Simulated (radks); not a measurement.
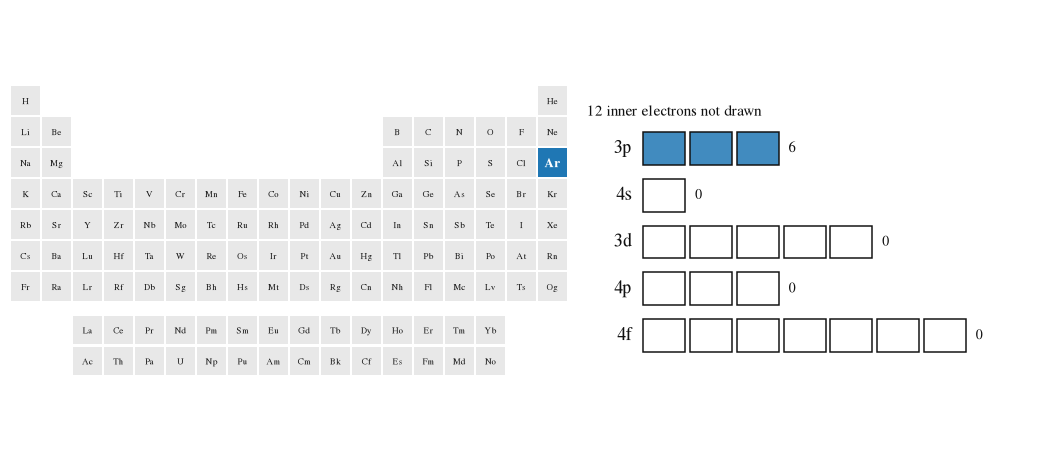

*Left, the place of argon in the periodic table; right, the outer shells as the input fills them: a box for each of the 2l + 1 orbitals, shaded by the share of the shell that is filled, with the electron count at the right.*

**Atomic calculation, with input and output: Ar**

System: atomic argon (Ar) in the configuration [Ne] 3s2 3p6.
Method: non-relativistic Kohn-Sham, LDA (Slater exchange, Perdew-Wang correlation), spin-polarised, spherical densities, point nucleus (the in-house radial solver radks).

### Summary

- outcome: converged
- total energy: −525.939793 hartree
- kinetic energy: 524.967218 hartree
- electron–nucleus energy: −1253.1246 hartree
- Hartree energy: 231.452940 hartree
- exchange–correlation energy: −29.235385 hartree
- radius at density 0.001 e/bohr³: 3.75 bohr
- SCF iterations: 14
- hardware: 1 CPU thread, shared host
- wall time: 7.3 s

### Input file
```
Z 18
configuration [Ar] 4s0 3d0 4p0 4f0
relativity non-relativistic
functional lda,pw
spin polarised
nucleus point
```

Energies in input and log are in hartree, lengths in bohr.

### Log
```
1s      1   1.0000        -113.80012682
2s      1   1.0000         -10.79400980
2p      1   3.0000          -8.44328302
3s      1   1.0000          -0.88324782
3p      1   3.0000          -0.38222054
4s      1   0.0000          -0.00954888
3d      1   0.0000           0.00047665
4p      1   0.0000           0.00028955
4f      1   0.0000           0.00070070
1s      2   1.0000        -113.80012682
2s      2   1.0000         -10.79400980
2p      2   3.0000          -8.44328302
3s      2   1.0000          -0.88324782
3p      2   3.0000          -0.38222054
4s      2   0.0000          -0.00954888
3d      2   0.0000           0.00047665
4p      2   0.0000           0.00028955
4f      2   0.0000           0.00070070
Etot -525.9397933831192
Ekin 524.967217722629
Encl -1253.1245657351396
Eh 231.45293960779776
Exc -29.2353849784063
err 2.4125550880569038e-11
it 14
```

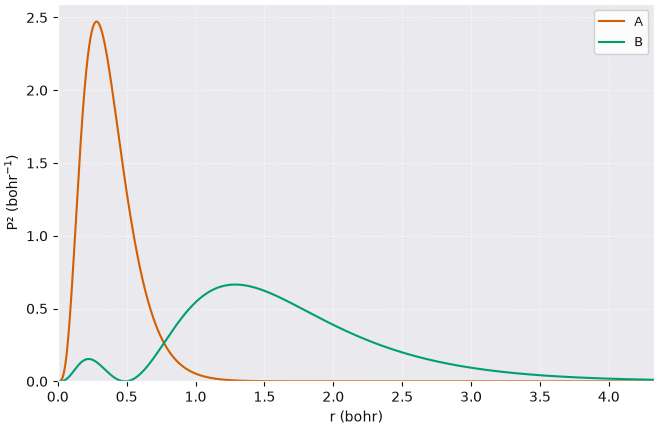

*The radial probability densities P² of 2p and 3p.*

A is 2p; B is 3p. 2p: outer maximum at 0.281 bohr, ⟨r⟩ = 0.378 bohr, 0 nodes, eigenvalue −229.8 eV; 3p: outer maximum at 1.29 bohr, ⟨r⟩ = 1.67 bohr, 1 node, eigenvalue −10.4 eV.

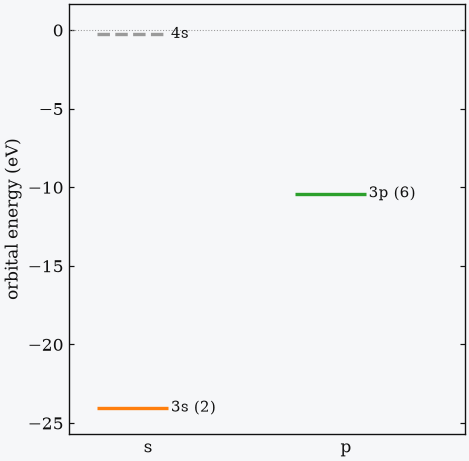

*The outer levels are drawn by angular momentum (occupations in brackets, empty levels dashed).*

The highest occupied level is 3p at −10.4 eV. From the top down the occupied levels run 3p (−10.4 eV), 3s (−24.0 eV). The lowest empty level drawn is 4s at −0.260 eV.

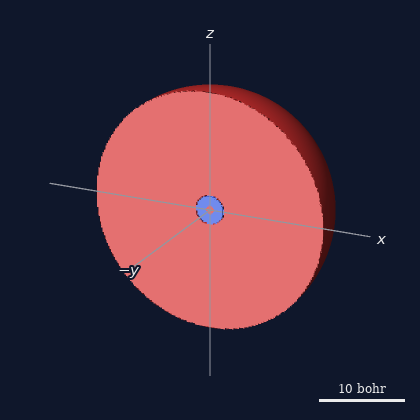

*The 4s orbital. The surface of constant |ψ| that holds about 95 % of the electron is drawn, red where ψ is positive and blue where it is negative, with the half in front of the xz plane cut away and the cut face painted. The radial function comes from the spherical calculation and is multiplied by a real spherical harmonic; the overall sign is chosen so that the largest lobe of P(r) is positive.*

It has no angular node and 3 radial nodes, at r = 0.114, 0.509 and 1.79 bohr; only the outermost can be made out at this scale. The outermost maximum of P² lies at 4.97 bohr, ⟨r⟩ = 7.42 bohr, 90 % of the charge lies within 12.4 bohr, and the eigenvalue is −0.260 eV (the orbital is empty).
